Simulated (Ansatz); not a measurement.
Input file:

```
crystal:
  lattice:
    - [-1.8501743245, 1.8501743245, 8.3517198885]
    - [1.8501743245, -1.8501743245, 8.3517198885]
    - [1.8501743245, 1.8501743245, -8.3517198885]
  atoms:
    - { symbol: Ga, position: [0.8269179684, 0.8269179684, 0.0] }
    - { symbol: Ga, position: [0.1730820316, 0.1730820316, 0.0] }
    - { symbol: Se, position: [0.5, 0.5, 0.0] }
    - { symbol: S, position: [0.6785324399, 0.6785324399, 0.0] }
    - { symbol: S, position: [0.0, 0.0, 0.0] }
    - { symbol: S, position: [0.3214675601, 0.3214675601, 0.0] }
basis:
  ecutwfc: 420
kpoints:
  mp_grid: { grid: [12, 12, 12] }
hamiltonian:
  xc: pbe
scf:
  occupations: { method: gaussian, width: 0.1 }
output:
  forces: true
  stress: true
  eigenvalues: true
  write_density: true
  write_potential: true
  elf: true
  volumetric_format: npy
relax:
  adjacent_minimum: "off"
  f_tol: 0.01
  max_steps: 80
  cell: { stress_tol: 0.05 }
```

Run with:

```sh
ansatz run input.yaml --threads 1 --pin off --max-ram 2560MiB --backend cpu --events-out ev --progress --plain --runs-dir out
```

Below, planes, directions and counts refer to the conventional cell (a = 3.68 Å, b = 3.68 Å, c = 16.87 Å, α = 90.00°, β = 90.00°, γ = 90.00°).

The fields are those of the run's last geometry, not of the input's.

Space group I4/mmm; a generated structure, not necessarily the stable one.

Level of theory: Ansatz, DFT PBE, scalar-relativistic, plane waves, PAW.

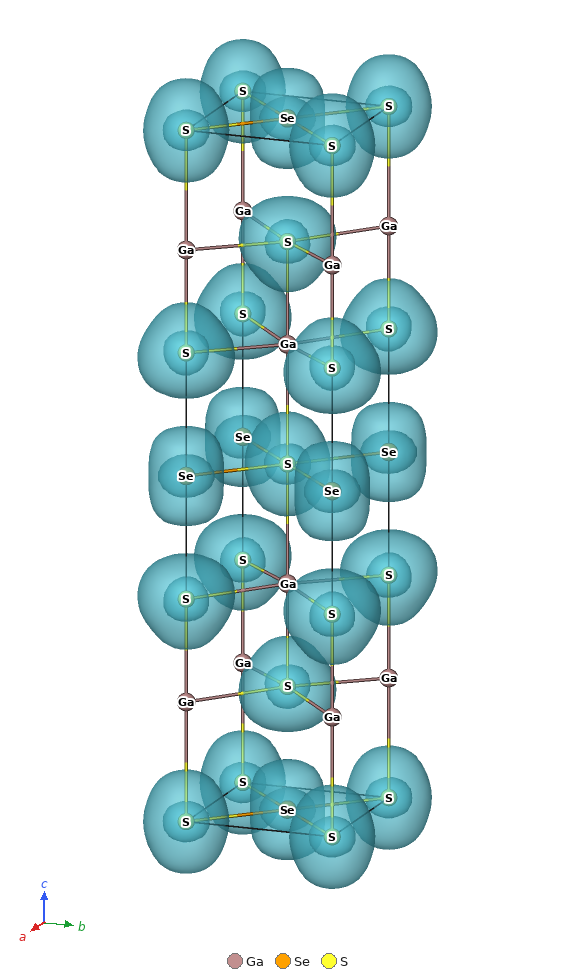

Ga2SeS3. Isosurface of the ELF at 0.7 (cyan), seen slightly off an axis. Only the valence region is drawn (cores and ρ < 0.01 e/Å³ removed). Sticks mark near contacts.

In a PAW calculation such maps are meaningful between the atoms, not at the nuclei.

Question: Describe the localisation domains.

Answer: The surface consists of six regions wrapped around S (the valence shell of each) and two regions wrapped around Se (the valence shell of each), counted in one cell of 12 atoms. Regions shared between cells count once. Along the contacts the grid gives the following. Ga–S (2.51 Å): the ELF peaks at about 0.90 in the valence shell of S, 0.8 Å from its nucleus, and is about 0.60 at the midpoint. Se–S (2.60 Å): the ELF peaks at about 0.85 in the valence shell of S, 0.8 Å from its nucleus, and drops to about 0.50 between the two atoms.
